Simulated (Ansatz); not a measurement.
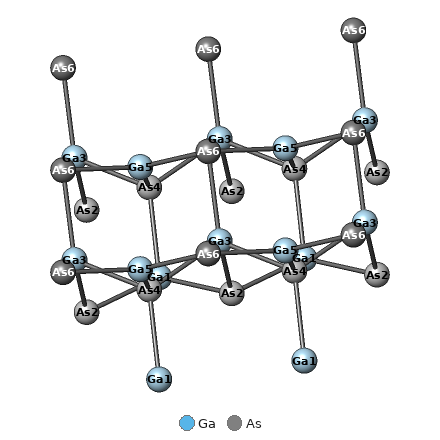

The system is N₂ on a GaAs(110) slab cut from the F-43m phase, its upper half relaxed before the scan (6 atoms of substrate and one adsorbate in a 1 × 1 cell); the picture shows it without the atoms that are moved over the map. 
- N2 is moved over the surface cell at a fixed height above a rigid substrate; the origin of the map has the adsorbate above As6; the height is held at 3.40 Å.
- Places are given modulo a cell vector. The map is drawn in real space over the plane of the surface.
- The scan uses a 4 × 4 grid; 12 points were computed and 4 follow by symmetry.
- Energies are in meV, from the lowest grid point.
- With one adsorbate in each 1 × 1 cell, its nearest image is 4.0 Å away, so neighbouring adsorbates interact. At a fixed height the lowest place need not be the adsorption site.
- These are results of Ansatz, DFT PBE+D3(BJ), scalar-relativistic, plane waves, PAW, not measurements. Settings: cutoff 420 eV, k-mesh 7×5×1, gaussian smearing 0.05 eV, no spin polarisation.

Range: position of N7 along the first surface vector from 0.00 to 0.75; position of N7 along the second surface vector from 0.00 to 0.75.

**What landscape does the calculation give?**

The lowest grid point is at (2/4, 1/4) of the cell vectors. The highest grid point, the top site over a surface As atom, (0/4, 0/4) of the cell vectors, lies 59.3 meV above the lowest.

```tsv
second ↓, first →	0/4	1/4	2/4	3/4
3/4	29.9	18.5	8.4	18.5
2/4	6.3	4.7	3.1	4.7
1/4	15.7	7.8	0.0	7.8
0/4	59.3	31.8	8.6	31.8
```

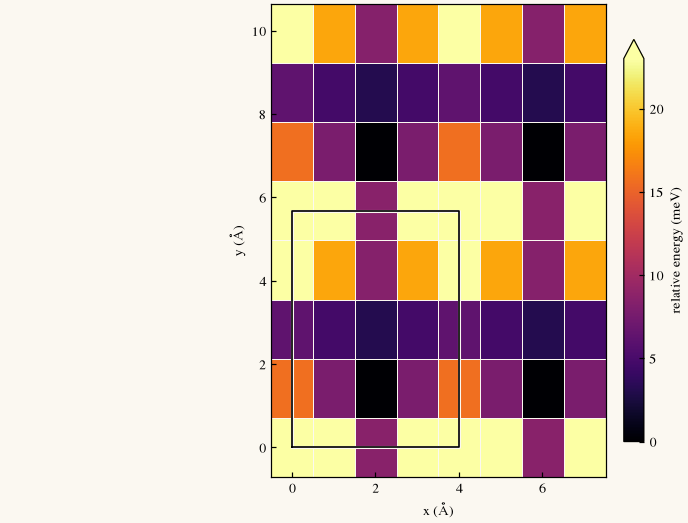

In the figure: one coloured cell a grid point, the outline of one cell of the 2 × 2 shown, one colour for all values above the top of the scale.

Each point was launched as `ansatz run input.yaml --threads 2 --pin off --max-ram 6144MiB --backend cpu --events-out ev --progress --plain --runs-dir out`. Time for the 12 points that were run: 12 min on 2 threads of Arm Neoverse N1, with other jobs on the host.

PAW datasets: the set soft_1.
